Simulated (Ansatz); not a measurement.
# LuC2: how the settings move a single-point run

Aim: see which settings change the result for LuC2, by how much, and at what cost.

Computed with Ansatz 0.2.0 (reference: DFT, r2SCAN, all-electron PAW with datasets made for the crystal, scalar-relativistic, unless a step's input says otherwise).

**1. Starting point**

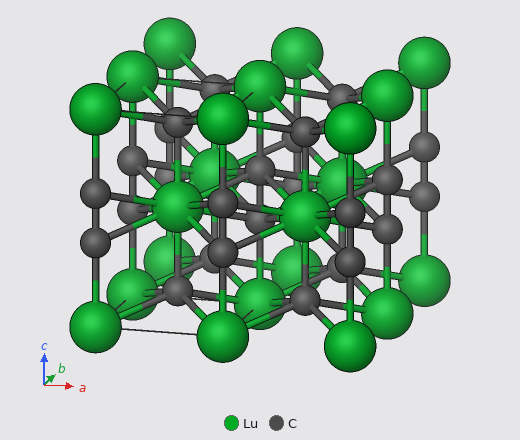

Start, viewed slightly off an axis; lutetium green, carbon dark grey. 2×2×1 cells are drawn. Atoms on the faces are drawn again on the opposite ones. The cell drawn here is the conventional one, which holds 2 of the cells typed in the input.

As a file:

```cif
data_structure
_symmetry_space_group_name_H-M 'I4/mmm'
_symmetry_Int_Tables_number 139
_cell_length_a 3.5659
_cell_length_b 3.5659
_cell_length_c 6.0579
_cell_angle_alpha 90.000
_cell_angle_beta 90.000
_cell_angle_gamma 90.000
_cell_volume 77.03
loop_
_atom_site_label
_atom_site_type_symbol
_atom_site_symmetry_multiplicity
_atom_site_Wyckoff_symbol
_atom_site_fract_x
_atom_site_fract_y
_atom_site_fract_z
_atom_site_occupancy
Lu1 Lu 2 a 0.00000 0.00000 0.00000 1
C1 C 4 e 0.50000 0.50000 0.11333 1
```

**2. The reference run**

Input file input.yaml:

```yaml
crystal:
  lattice:
    - [-1.782956, 1.782956, 3.02895]
    - [1.782956, -1.782956, 3.02895]
    - [1.782956, 1.782956, -3.02895]
  atoms:
    - { symbol: Lu, position: [0.0, 0.0, 0.0] }
    - { symbol: C, position: [0.61333385, 0.61333385, 0.0] }
    - { symbol: C, position: [0.38666615, 0.38666615, 0.0] }
kpoints:
  mp_grid: { grid: [11, 11, 11] }
scf:
  occupations: { method: fermi_dirac, width: 0.05 }
hamiltonian:
  xc: r2scan
  pseudopotentials: { kind: all_electron, datasets: crystal }
output:
  forces: true
  stress: true
  eigenvalues: true
  efg: { contact_densities: true }
```

Launch:

```sh
ansatz run input.yaml --threads 1 --pin off --max-ram 3072MiB --backend cpu --events-out ev --progress --plain --runs-dir out
```

The main lines of its log:

```text
[...]
Basis set: ecut = 600 eV, 1261 PW (Γ), exchange–correlation on 135×135×135 points (27 copies of the dense FFT grid, shifted against one another)
[...]
k-points: 126 of 1331
[...]
SCF iter   1: F=—  HF=-398363.023237 eV  |F-HF|=—  |Δ(HF+E_count)|=         —  Δρ=1.05e-1  dr2=6.08e0  dr2_τ=8.13e-1  ethr=1.86e-2  ⟨swp⟩=2.1  Hψ=13589  notcnv=0
preconditioner: auto → Kerker (q_TF=auto, 2.659 Å⁻¹)  [metal: Δε(μ)=0.021 eV  Ē_g=13.653 eV  σ=0.050 eV  W_gap=0.10  n_scr=14 (ndim 8)  ℏωp=33.3 eV  f_vac=0.000  D(μ)=0.60/eV (n_scr^D=0)]
SCF iter   2: F=—  HF=-398361.923252 eV  |F-HF|=—  |Δ(HF+E_count)|=    1.10e0  Δρ=6.04e-2  dr2=2.11e0  dr2_τ=2.11e-2  ethr=1.84e-2  ⟨swp⟩=2.7  Hψ=5408  notcnv=0  defer=1
[...]
SCF iter  12: F=—  HF=-398361.483641 eV  |F-HF|=—  |Δ(HF+E_count)|=   2.50e-9  Δρ=3.28e-6  dr2=4.20e-9  dr2_τ=5.29e-11  ethr=1.38e-10  ⟨swp⟩=3.0  Hψ=6403  notcnv=0
SCF iter  13: F=-398361.483641 eV  HF=-398361.483641 eV  |F-HF|=1.16e-10  |Δ(HF+E_count)|=    0.00e0  Δρ=1.20e-6  dr2=6.58e-10  dr2_τ=1.62e-12  ethr=1.27e-11  ⟨swp⟩=3.0  Hψ=6081  notcnv=0
[...]
SCF converged after 13 iterations
Free energy (F): -398361.483639 eV
[...]
E sigma→0 (E₀):  -398361.481438 eV
[...]
Fermi energy:    15.360357 eV
[...]
  P = ⅓ Tr σ = -6.8303 GPa (-68.303 kbar)
[...]
```

It took 92 s on 1 thread of Arm Neoverse V2, shared host; peak memory 1.4 GiB.

**3. Changing settings: mp_grid.grid [4, 4, 4], preconditioner kerker**

Edit input.yaml of step 2 so:

```diff
@@ -10,5 +10,6 @@
 kpoints:
-  mp_grid: { grid: [11, 11, 11] }
+  mp_grid: { grid: [4, 4, 4] }
 scf:
   occupations: { method: fermi_dirac, width: 0.05 }
+  mixing: { preconditioner: kerker }
 hamiltonian:
```

Launch:

```sh
ansatz run input.yaml --threads 1 --pin off --max-ram 3072MiB --backend cpu --events-out ev --progress --plain --runs-dir out
```

What it wrote:

```text
hamiltonian.pseudopotentials.datasets: crystal makes datasets for this crystal and solves the spheres of its atoms anew in each pass: cutoff 600.0 eV, the density's 4200.0 eV; for an error of 0.50 meV an atom under PBE, 1.5 meV for the cell; an energy difference from a run of another recipe may be off by several times the error for the cell, under r2SCAN by more, where some 0.1 meV an atom stays at smaller errors; C in spheres of 0.683 Å, 4 of its electrons in bands; Lu in spheres of 1.376 Å, 25 of its electrons in bands
Lu: output.efg is read without spin–orbit coupling, which moves field gradients at and beside such atoms by some per cent and up to a factor of two; PAW files take it under magnetization.noncollinear and magnetization.spin_orbit
Engine: ansatz 0.2.0
Pseudopotentials: kind: all_electron
Pseudopotential: Lu, paw, valence charge 25, recommended cutoff 600 eV (normal), Koelling and Harmon's equation, gaussian nucleus
Pseudopotential: C, paw, valence charge 4, recommended cutoff 600 eV (normal), Koelling and Harmon's equation, gaussian nucleus
Functional definition: r2SCAN
  parameter k0 = 0.174
  parameter k1 = 0.065
  parameter a1 = 4.9479
  exchange = r2scan_x(k0 = k0, k1 = k1, a1 = a1)
  correlation = r2scan_c
Crystal: 3 atoms, lattice volume = 38.515 Å³
Basis set: ecut = 600 eV, 1261 PW (Γ), exchange–correlation on 135×135×135 points (27 copies of the dense FFT grid, shifted against one another)
Bands: 21, of which v1, the nominal top of the filled ones, is band 17 counted from 1 (16 counted from 0)
Symmetry: 16 space group operations
Space group: I4/mmm (ITA 139), of the structure as read, at distance tolerance 3.4e-5 Å
k-points: 13 of 64
Non-local potential: Lu, projectors of the file, l = 0: 2, l = 1: 2, l = 2: 1, l = 3: 2
Non-local potential: C, projectors of the file, l = 0: 1, l = 1: 1
PAW form: soft (Blöchl's): semilocal exchange-correlation on the pseudo side does not see the compensation charge
PAW one-centre angular grid: Lu, 974 points (default); XC on its mesh's 1827 points in the sphere
PAW one-centre angular grid: C, 302 points (default); XC on its mesh's 1843 points in the sphere
Initial density: superposition of atomic densities (neutral atoms: chi_scale 0, normalization atom)
Initial wavefunctions: pseudopotential atomic-orbital guess
Functional: x = r2scan, c = r2scan; τ floored in thin density (d = 2e-4 eV/Å³)
iter 1 solved again at ethr=1.87e-2 eV; its pass at ethr=1.00e-1 eV (dr2=6.18e0 eV) is discarded
SCF iter   1: F=—  HF=-398362.984106 eV  |F-HF|=—  |Δ(HF+E_count)|=         —  Δρ=1.05e-1  dr2=6.11e0  dr2_τ=8.18e-1  ethr=1.87e-2  ⟨swp⟩=2.3  Hψ=1399  notcnv=0
SCF iter   2: F=—  HF=-398361.877943 eV  |F-HF|=—  |Δ(HF+E_count)|=    1.11e0  Δρ=6.01e-2  dr2=2.06e0  dr2_τ=2.27e-2  ethr=1.85e-2  ⟨swp⟩=2.8  Hψ=563  notcnv=0
iter 3 solved again at ethr=2.68e-4 eV; its pass at ethr=6.24e-3 eV (dr2=8.84e-2 eV) is discarded
SCF iter   3: F=—  HF=-398361.421774 eV  |F-HF|=—  |Δ(HF+E_count)|=   4.56e-1  Δρ=1.61e-2  dr2=8.65e-2  dr2_τ=8.96e-3  ethr=2.68e-4  ⟨swp⟩=2.2  Hψ=1353  notcnv=0
SCF iter   4: F=—  HF=-398361.431822 eV  |F-HF|=—  |Δ(HF+E_count)|=   1.00e-2  Δρ=1.17e-2  dr2=2.95e-2  dr2_τ=7.34e-4  ethr=2.62e-4  ⟨swp⟩=3.3  Hψ=769  notcnv=0
SCF iter   5: F=—  HF=-398361.446748 eV  |F-HF|=—  |Δ(HF+E_count)|=   1.49e-2  Δρ=4.21e-3  dr2=4.85e-3  dr2_τ=3.95e-4  ethr=8.93e-5  ⟨swp⟩=2.3  Hψ=550  notcnv=0
SCF iter   6: F=—  HF=-398361.451130 eV  |F-HF|=—  |Δ(HF+E_count)|=   4.38e-3  Δρ=1.70e-3  dr2=8.26e-4  dr2_τ=3.86e-5  ethr=1.47e-5  ⟨swp⟩=2.6  Hψ=637  notcnv=0
SCF iter   7: F=—  HF=-398361.451383 eV  |F-HF|=—  |Δ(HF+E_count)|=   2.53e-4  Δρ=8.71e-4  dr2=2.32e-4  dr2_τ=3.22e-6  ethr=2.50e-6  ⟨swp⟩=2.2  Hψ=506  notcnv=0
SCF iter   8: F=—  HF=-398361.451169 eV  |F-HF|=—  |Δ(HF+E_count)|=   2.14e-4  Δρ=2.52e-4  dr2=2.45e-5  dr2_τ=3.12e-7  ethr=7.03e-7  ⟨swp⟩=3.0  Hψ=697  notcnv=0
SCF iter   9: F=—  HF=-398361.451145 eV  |F-HF|=—  |Δ(HF+E_count)|=   2.41e-5  Δρ=8.26e-5  dr2=3.03e-6  dr2_τ=1.26e-7  ethr=7.41e-8  ⟨swp⟩=3.0  Hψ=742  notcnv=0
SCF iter  10: F=—  HF=-398361.451147 eV  |F-HF|=—  |Δ(HF+E_count)|=   1.98e-6  Δρ=4.21e-5  dr2=8.30e-7  dr2_τ=8.63e-10  ethr=9.18e-9  ⟨swp⟩=3.0  Hψ=543  notcnv=0
SCF iter  11: F=—  HF=-398361.451148 eV  |F-HF|=—  |Δ(HF+E_count)|=   4.11e-7  Δρ=8.56e-6  dr2=3.64e-8  dr2_τ=1.90e-9  ethr=2.52e-9  ⟨swp⟩=3.0  Hψ=563  notcnv=0
SCF iter  12: F=-398361.451148 eV  HF=-398361.451148 eV  |F-HF|=1.28e-9  |Δ(HF+E_count)|=   4.66e-9  Δρ=2.87e-6  dr2=2.71e-9  dr2_τ=2.88e-11  ethr=1.10e-10  ⟨swp⟩=3.1  Hψ=695  notcnv=0
SCF 1 converged in 12 iterations: F = -398361.451146 eV  dr2 = 2.71e-9
  Residual-converged pass: ⟨swp⟩=2.8  Hψ=469  notcnv=0  max |occ|·‖R‖ = 6.3e-6 eV (tolerance 6.5e-6 eV)  dr2=2.69e-9  dr2_τ=3.02e-11  dr2_onsite=4.26e-8  max |Δocc| = 2.4e-11
SCF converged after 12 iterations
Free energy (F): -398361.451146 eV
Harris-Foulkes:  -398361.451146 eV  (|F-HF|=1.28e-9)
Internal energy: -398361.443333 eV  (E = F + TS)
E sigma→0 (E₀):  -398361.447239 eV
Entropy (-TS):   -0.007812 eV (-2.604 meV/atom)
Past the cutoff: the bands carry plane waves up to 2.50 times it, of which those up to 1.5 times it add -0.000341 eV an atom, each by itself; the spheres take 0.000396 eV an atom off the energy for waves past 2.50 times it
Past the cutoffs: a stress includes 0.0022 GPa for waves and charges beyond them, in addition to the slope of what the spheres take
In the spheres:  the bands' charges fall short by 4.0e-6 e at most (sound up to 1e-3)
Fermi energy:    15.531531 eV
--- Per-component energies (eV) ---
  The terms above E_closure are by the made datasets' own strengths, without shells solved beside the bands.
--- Forces (eV/Å), atoms counted from 1 ---
  atom   1  Lu     0.00000000     0.00000000     0.00000000
  atom   2  C     -0.00000000    -0.00000000    -4.00414796
  atom   3  C      0.00000000     0.00000000     4.00414796
  max |Σ_I F_I| component: 7.89e-31 eV/Å
--- Stress (GPa, compression-positive) ---
       -2.122762       0.000000       0.000000
        0.000000      -2.122762       0.000000
        0.000000       0.000000     -16.614958
  P = ⅓ Tr σ = -6.9535 GPa (-69.535 kbar)
--- PAW observables at the nuclei: V_zz in 10²¹ V/m², potentials from the cell's mean, atoms counted from 1 ---
  atom   1  Lu V_zz =   -33.200399   η = 0.0000   by run symmetry: allowed
            electrostatic potential = -13869.776869 V   contact ρ = 6948094.017608 e/Å³
  atom   2  C  V_zz =    -5.325340   η = 0.0000   by run symmetry: allowed
            electrostatic potential = -421.262781 V   contact ρ = 868.149708 e/Å³
  atom   3  C  V_zz =    -5.325340   η = 0.0000   by run symmetry: allowed
            electrostatic potential = -421.262781 V   contact ρ = 868.149708 e/Å³
--- Band table (eV; the first three rows and the last of 13) ---
  k-point 0: bands = ["-42.5151", "-12.5655", "-12.5655", "-12.3802", "-1.3367", "8.8029", "9.1452", "10.0139", "10.0139", "10.2513", "10.3116", "10.3320", "10.3320", "11.0909", "12.5350", "12.5350", "14.4604", "14.4604", "16.2783"]
  k-point 1: bands = ["-42.5062", "-12.7176", "-12.6525", "-12.4125", "-0.6946", "8.5893", "8.6883", "10.0987", "10.2059", "10.2679", "10.2826", "10.2840", "10.3670", "10.6771", "10.7327", "11.7911", "13.0068", "17.6808", "19.2927"]
  k-point 2: bands = ["-42.4973", "-12.8174", "-12.7391", "-12.4454", "-0.6026", "8.4345", "9.6053", "10.1542", "10.2355", "10.2387", "10.2969", "10.3097", "10.3101", "10.6264", "10.6943", "11.6464", "11.9487", "18.1420", "20.7595"]
  k-point 12: bands = ["-42.5078", "-12.6147", "-12.6147", "-12.6074", "-0.6755", "6.7045", "9.9359", "9.9359", "10.2874", "10.2890", "10.3110", "10.3110", "10.3116", "11.5438", "11.5438", "12.2954", "14.8194", "19.1993", "19.5238"]
```

Run time: 14 s. Hardware: 1 thread of Arm Neoverse V2, shared host; peak memory 0.75 GiB.

Changing the k-point mesh and mixing moves the energy by +10.8 meV/atom, and the largest force goes from 3.59 to 4.00 eV/Å. The energy is not variational in the mesh, so the sign tells nothing. Of the settings changed, the mesh is the one that moves energies this far. Cost: 12 SCF cycles against 13, 14 s against 92 s. These settings are too coarse to quote as the system's properties.

**4. Side by side**

```tsv
run	ending	energy change	pressure (GPa)	gap (eV)	force (eV/Å)	cycles	time
reference	converged	0	-6.8	0.00	3.59	13	92 s
1: mp_grid.grid [4, 4, 4], preconditioner kerker	converged	+10.8 meV/atom	-7.0	0.00	4.00	12	14 s
```

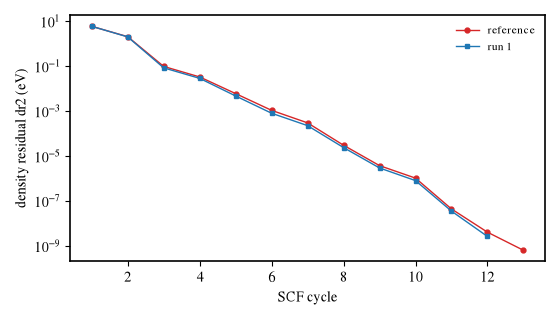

Residual by cycle in the longest SCF loop of each run; runs are numbered as in the table.

What this shows: Changing the k-point mesh and mixing moves the energy by +10.8 meV/atom, and the largest force goes from 3.59 to 4.00 eV/Å. The energy is not variational in the mesh, so the sign tells nothing. Of the settings changed, the mesh is the one that moves energies this far. Cost: 12 SCF cycles against 13, 14 s against 92 s.
